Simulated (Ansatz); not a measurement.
HfSiH4F4: several calculations on one system

Part 1: Relaxation

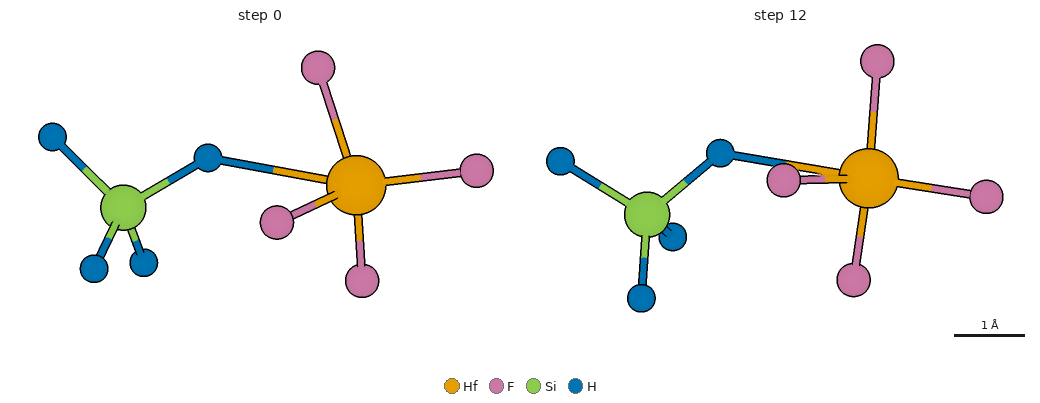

The structure of HfSiH4F4 before (left) and after (right) a relaxation, at one scale.

The picture is a ball-and-stick view, seen at a tilt.

The run prepares an end point of a later path (reaction) calculation, from a guessed geometry.

These are results of RKS BHLYP/def2-SVP in Ansatz, not measurements. Settings: no spin polarisation; force threshold 0.03 eV/Å; at most 50 steps.

Describe what moved and what it gained.

An F atom moves most after the best rigid fit: 0.64 Å. By element the largest moves are F 0.64 Å, H 0.63 Å, Hf 0.16 Å, Si 0.12 Å. Some distances before and after: H–Hf 2.557 → 2.439 Å, F–Hf 1.946 → 1.908 Å, H–Si 1.477 → 1.493 Å, F–Hf 1.904 → 1.915 Å. Among the angles between lasting bonds that change: F–Hf–H 54.7° → 73.9°, F–Hf–H 162.2° → 177.9°, F–Hf–H 85.6° → 77.1°. Over 11 accepted moves (12 points after the start) the energy falls by 0.169 eV. The largest force component goes from 1.1 to 0.017 eV/Å. The line search rejected the trial step at point 7 of the run. The forces were under the threshold at step 5, but the run went on from there.

Part 2: Relaxation

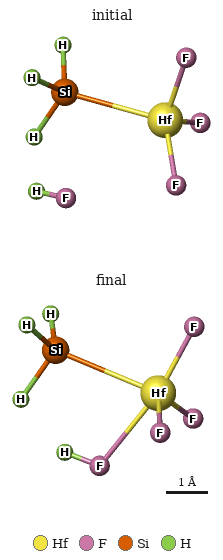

The structure of HfSiH₄F₄ before (top) and after (bottom) a relaxation, at one scale.

The picture is a ball-and-stick view, seen at a tilt.

The run prepares an end point of a later path (reaction) calculation, from a guessed geometry.

These are results of RKS BHLYP/def2-SVP (Ansatz 0.2.0), not measurements.

The input:
```yaml
crystal:
  periodic: [false, false, false]
  atoms:
    - { symbol: Hf, position_ang: [-0.437558, -0.050159, -0.576926] }
    - { symbol: F, position_ang: [-0.237343, 0.286183, 2.578285] }
    - { symbol: F, position_ang: [1.243597, 0.227893, 0.272637] }
    - { symbol: F, position_ang: [-0.840077, 1.331613, -1.814235] }
    - { symbol: F, position_ang: [-0.538293, -1.762457, -1.389395] }
    - { symbol: Si, position_ang: [-2.632315, -0.01068, 0.901332] }
    - { symbol: H, position_ang: [-3.843537, -0.431866, 0.147717] }
    - { symbol: H, position_ang: [-2.557084, -0.913063, 2.093339] }
    - { symbol: H, position_ang: [-2.895659, 1.351389, 1.442943] }
    - { symbol: H, position_ang: [-0.991832, -0.028854, 2.997904] }
basis:
  gaussian: { orbitals: def2-SVP }
hamiltonian:
  xc: { name: BHLYP }
relax:
  f_tol: 0.03
  max_steps: 50
```

Launched with:
```bash
ansatz run input.yaml --threads 4 --pin off --max-ram 5120MiB --backend cpu --events-out ev --progress --plain --runs-dir out
```

### Summarise the run.

The atom that moves furthest after the best rigid fit is F2 (1.39 Å). By element the largest moves are F 1.39 Å, H 1.04 Å, Si 0.40 Å, Hf 0.29 Å. Among the contacts that change: Hf1–F2 3.179 → 2.362 Å, Hf1–H10 3.618 → 2.819 Å, Hf1–Si6 2.646 → 2.785 Å, Si6–H8 1.497 → 1.519 Å. New bonds form, among them: Hf1–F2 (3.18 → 2.36 Å). Bond angles that change, for instance: F3–Hf1–F5 111.7° → 122.6°, F5–Hf1–Si6 102.0° → 112.0°, Hf1–Si6–H8 113.2° → 104.6°. Over 19 accepted moves (21 points after the start) the energy falls by 52.7 kJ/mol. The largest force component goes from 0.98 to 0.018 eV/Å. The line search rejected the trial steps at points 1, 17 of the run.

Part 3: Path

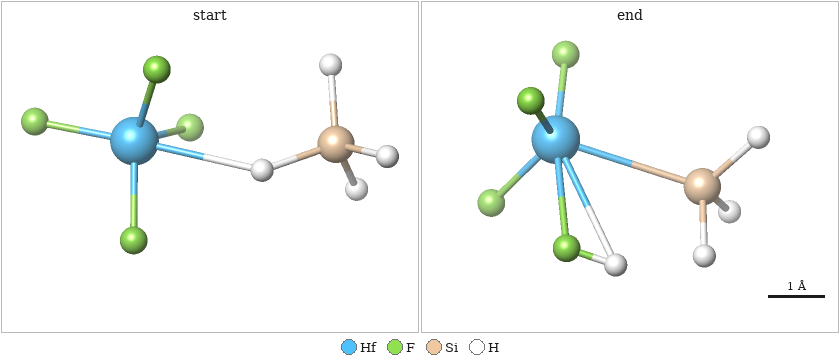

The two relaxed end points of a path for HfSiH$_{4}$F$_{4}$. A ball-and-stick model, seen at a tilt.

Method: Ansatz 0.2.0, RKS BHLYP/def2-SVP.

Run with 7 movable images; climbing image; force threshold 0.05 eV/Å; iteration limit 60.

Start:
```xyz
10

Hf    0.2982   -0.0640    0.0859
F     0.8923    0.3103    1.8600
F     1.8593    0.0782   -0.9879
F    -0.9047    1.2462   -0.6242
F    -0.3067   -1.8577   -0.1608
Si   -3.1451    0.0667    1.2842
H    -3.4960   -0.3863   -0.0750
H    -3.8434   -0.7345    2.3091
H    -3.3981    1.5086    1.4620
H    -1.6860   -0.1675    1.5004
```

End:
```xyz
10

Hf   -0.3035   -0.0197   -0.2663
F    -0.1833   -0.8111    1.9556
F     1.0139    1.1744    0.4250
F    -0.7243    0.6899   -1.9751
F     0.0563   -1.8631   -0.6010
Si   -2.7933    0.3592    0.9236
H    -3.9276   -0.4174    0.3637
H    -2.6287   -0.1805    2.3336
H    -3.2254    1.7657    1.1187
H    -1.0141   -0.6975    2.3758
```

Q: What barrier does the band find between them, and by what path?

A: Forward barrier 239.5 kJ/mol, backward barrier 43.6 kJ/mol, with image 5 at the top; the reaction energy is +195.9 kJ/mol. Breaking: Si6–H10 (1.49 → 1.97 at the top → 2.53 Å). Forming: Hf1–Si6 (3.65 → 2.94 at the top → 2.79 Å). The band converged in 25 iterations. The largest component of the band force went from 11 to 0.03 eV/Å. The climbing image converged on the top of the path. Its vibrational analysis gives one imaginary mode (757i cm⁻¹), as a transition state must have.

Energies of the converged images:

```json
{"image": "0", "path (Å)": "0.00", "E (kJ/mol)": "0.0"}
{"image": "1", "path (Å)": "0.92", "E (kJ/mol)": "0.2"}
{"image": "2", "path (Å)": "1.84", "E (kJ/mol)": "7.4"}
{"image": "3", "path (Å)": "2.75", "E (kJ/mol)": "20.5"}
{"image": "4", "path (Å)": "3.67", "E (kJ/mol)": "60.8"}
{"image": "5", "path (Å)": "4.59", "E (kJ/mol)": "239.5"}
{"image": "6", "path (Å)": "5.07", "E (kJ/mol)": "222.2"}
{"image": "7", "path (Å)": "5.55", "E (kJ/mol)": "202.9"}
{"image": "8", "path (Å)": "6.03", "E (kJ/mol)": "195.9"}
```

The geometry at the top of the path:

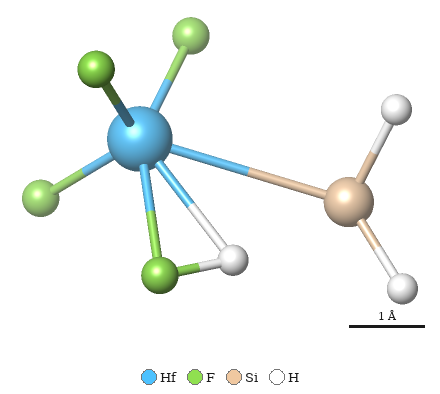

The run took 8.3 min on 4 threads of Arm Neoverse V1 (shared host), peak memory 0.35 GiB.
